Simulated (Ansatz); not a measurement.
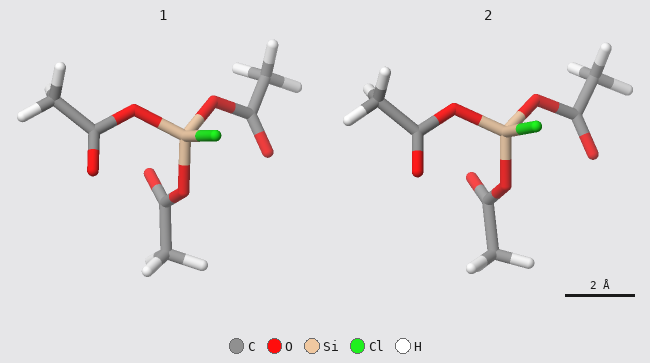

Two geometries of C₆H₉ClO₆Si (coarse preliminary run), drawn at one scale. One is the start of a relaxation, the other its converged end. Style: stick. Shown at a tilt.

Level of theory: RKS PBE-D4/def2-SVP (Ansatz 0.2.0). Set-up: force threshold 0.03 eV/Å; at most 200 steps.

Question: Which geometry has the lower energy?

Answer: Structure 1 is the relaxed one. The start comes from a force field. Over 12 geometry steps the energy falls by 98.9 kJ/mol. Largest force component: 4.5 eV/Å at the start, 0.025 eV/Å at the end. The forces were under the threshold at step 9, but the run went on from there. The Cl atom moves most after the best rigid fit: 0.37 Å. By element the largest moves are Cl 0.37 Å, Si 0.30 Å, H 0.30 Å, O 0.30 Å, C 0.17 Å. Some distances before and after: C–H 1.024 → 1.109 Å, O–Si 1.613 → 1.687 Å, C–H 1.049 → 1.108 Å, C–C 1.553 → 1.501 Å. Bond angles that change, for instance: H–C–H 116.1° → 106.9°, O–Si–O 109.1° → 100.6°, H–C–H 114.6° → 107.1°.
